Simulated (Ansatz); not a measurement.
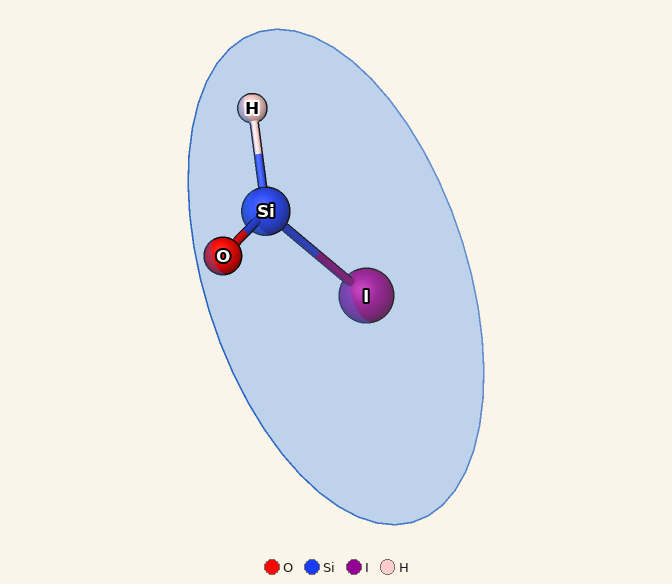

All proper rotation axes (lines) and mirror planes (discs) of the structure are drawn in. Distant atoms are faded towards the background colour. The computed structure is the end point of a PBE0-D4/def2-TZVP optimisation. No frequency run is at hand to confirm it as a minimum.

### Name the symmetry elements and the point group.

It has 1 mirror plane. Point group Cs. The group has 2 operations. The geometry is achiral, and symmetry allows a dipole moment.
